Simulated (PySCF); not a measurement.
**Cl5Sb, SMILES `Cl[Sb](Cl)(Cl)(Cl)Cl`: what the electrons do**

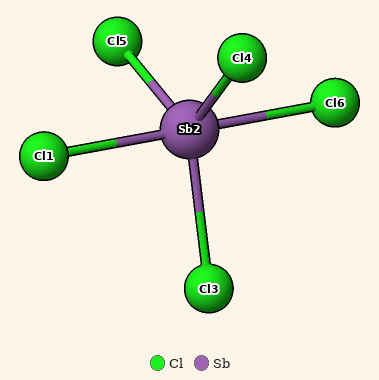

The molecule, with its atoms numbered as below. No frequency check shows the geometry to be a minimum.

Coordinates in Å:

```
Cl1      2.3903   -0.0009    0.0006
Sb2      0.0000   -0.0011   -0.0005
Cl3     -0.0004   -2.2732   -0.6061
Cl4      0.0016    1.6655   -1.6612
Cl5     -0.0015    0.6117    2.2702
Cl6     -2.3901    0.0002   -0.0019
```

Part 1: Bonding charge

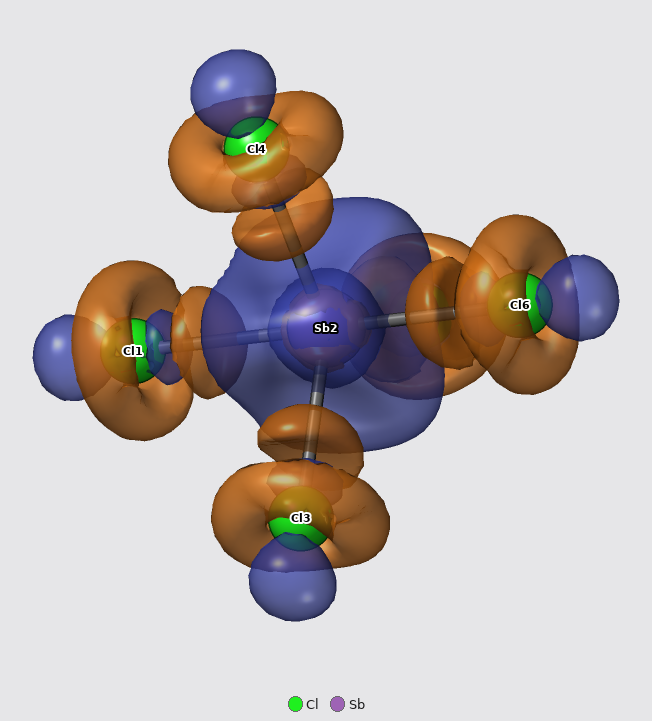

Deformation density (molecule less spherical, spin-averaged free atoms at the same positions), surfaces at ±0.04 e/Å³; orange: gain, blue: loss.

Level of theory: PBE/def2-TZVP (PySCF), at a geometry from GFN2-xTB. Core potentials replace the inner electrons of Sb; spin–orbit coupling isn't included. This is a single-reference result, which may miss multireference character in this system.

Describe the bonding that the map shows.

Answer. Sb2–Cl3, Sb2–Cl5 and Sb2–Cl4: +0.07 e/Å³ at the bond critical point (bond length 2.35 Å, Mayer order 1.0). Sb2–Cl6 and Cl1–Sb2: +0.07 e/Å³ at the bond critical point (bond length 2.39 Å, Mayer order 1.0). In all, 1.3 electrons gather in the regions of gain relative to the promolecule. A small or negative value marks a very polar bond, one between electron-rich atoms, whose free-atom densities already overlap strongly, a long bond to a heavier atom, or a closed-shell contact such as a hydrogen bond.

Where do the Hirshfeld charges lie?

Answer. The highest Hirshfeld charge is on Sb2 (+0.54 e), the lowest on Cl1 and Cl6 (−0.14 e).

Part 2: Bond critical points

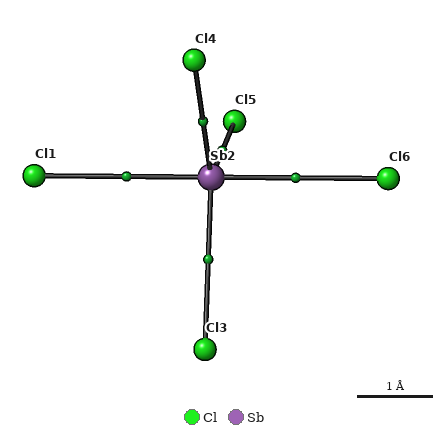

Molecular graph of the electron density (QTAIM): bond paths, bond critical points (green), ring points (magenta, if any); weak paths are dashed.

How many critical points of each kind are there, and does the count close?

Answer. 6 nuclei, 5 bond, 0 ring and 0 cage critical points: 6 − 5 + 0 − 0 = 1, as the Poincaré–Hopf relation requires.

Give the properties at the bond critical points.

Answer.
```tsv
bond	length (Å)	ρ (a.u.)	∇²ρ (a.u.)	ε	H (a.u.)
Sb2–Cl3 (3 alike)	2.351	0.093	+0.10	0.05	−0.035
Sb2–Cl6 (2 alike)	2.390	0.087	+0.09	0.00	−0.032
```

What kind of interaction is Sb2–Cl3?

Answer. Polar or intermediate (positive Laplacian, negative energy density H): ρ = 0.093, ∇²ρ = +0.10, H = −0.035 a.u.

Part 3: Electrostatic potential

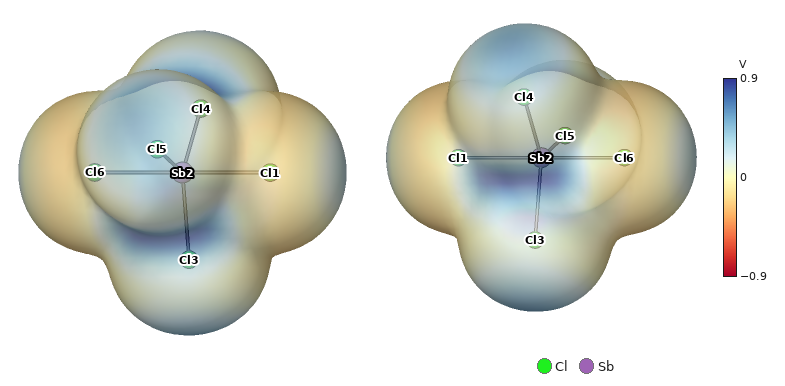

Electrostatic potential on the surface of electron density 0.001 a.u. (back view left, front view right).

Where are the extremes of the potential on the surface?

Answer. Highest: 0.88 V, off the Sb2–Cl3 bond (2.4 Å from its atoms). Further maxima include 0.58 V, 2.0 Å from Cl4. Lowest: −0.25 V, 2.1 Å from Cl6, and at like points elsewhere. The surface is sampled at points, so like sites can differ by a few per cent and only the strongest of them is named.

Does Cl4 carry a σ-hole?

Answer. Yes: a local maximum of +0.58 V lies on the extension of the Sb2–Cl4 bond.

What volume does the surface enclose, and what is the dipole moment?

Answer. About 183 Å³; the dipole moment is 0.0 D.

Part 4: In an electric field

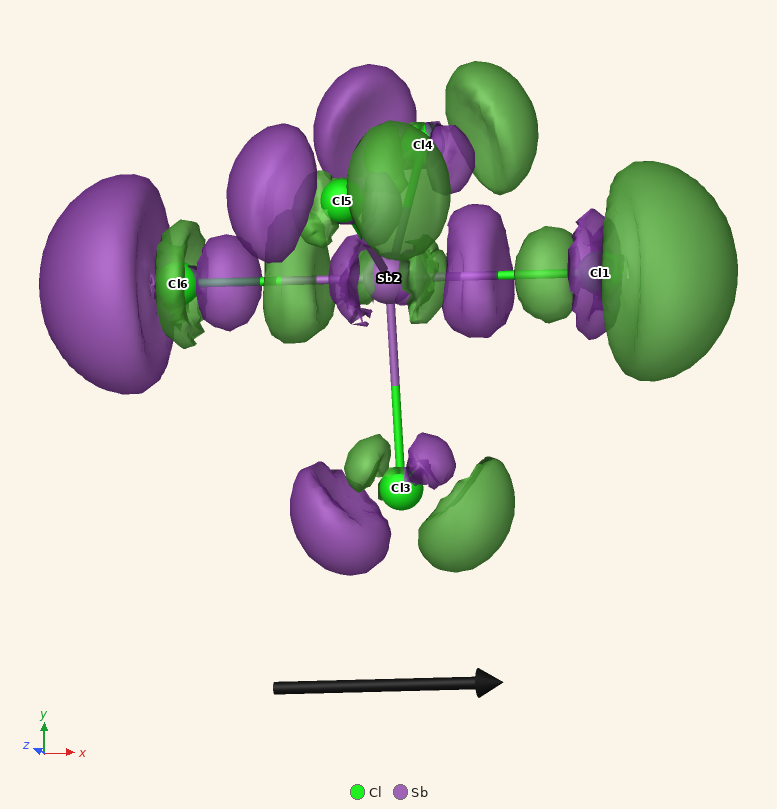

Change of the electron density in a uniform field of 0.21 V/Å along +x (arrow), surfaces at ±0.002 e/Å³ (purple: gain, green: loss).

Computed with PySCF, PBE/def2-TZVP, geometry: GFN2-xTB. Core potentials replace the inner electrons of Sb; spin–orbit coupling isn't included. A basis without diffuse functions makes polarisabilities too small.

How large is the response?

Answer. The induced dipole is 1.18 D (along the field); α along this axis, from the fields in both directions, is 117 bohr³ (17.3 Å³).

Which atoms gain and lose the most charge?

Answer. Electrons gather most on Cl6 (Hirshfeld charge changes by −0.031 e) and leave Cl1 most (+0.031 e); 0.081 electrons are displaced in all.

The PySCF runs shown took 110 s and 3.7 min on 1 thread of Arm Neoverse N1 (shared host).
